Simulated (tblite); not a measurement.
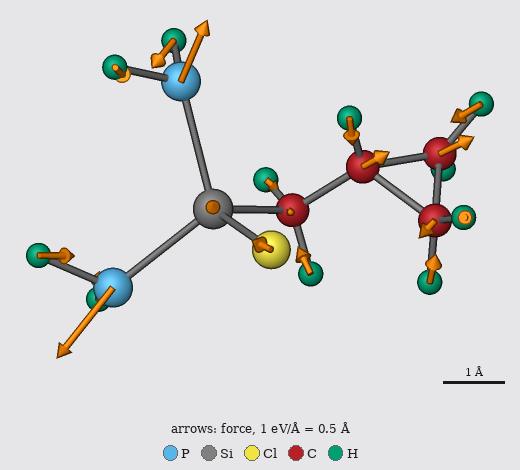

Starting geometry of C₄H₁₁ClP₂Si with the computed forces as orange arrows. The picture is a ball-and-stick view, seen at a tilt.

Method: tblite, GFN2-xTB geometry optimisation, gas phase. 

> Is this structure relaxed? If not, where do the atoms go?

It isn't relaxed: the largest force vector, on a P atom, is 3.02 eV/Å. The final displacements have little in common with the starting forces (cosine between the two patterns 0.27). Over 185 geometry steps the energy falls by 2.028 eV. The largest move after the best rigid fit is that of an H atom, 1.58 Å. By element the largest moves are H 1.58 Å, Cl 0.79 Å, C 0.62 Å, P 0.59 Å, Si 0.20 Å. Among the contacts that change: P–Si 2.167 → 2.278 Å, H–P 1.464 → 1.385 Å, P–Si 2.196 → 2.273 Å, Cl–Si 2.105 → 2.042 Å. Among the angles between lasting bonds that change: H–P–H 114.5° → 92.3°, Si–P–H 115.4° → 94.5°, Si–P–H 114.2° → 95.1°. Groups turn about C–C by about 30°, C–Si by about 25°. Cost: 3.7 s on 1 thread of Arm Neoverse N1, on a shared host.
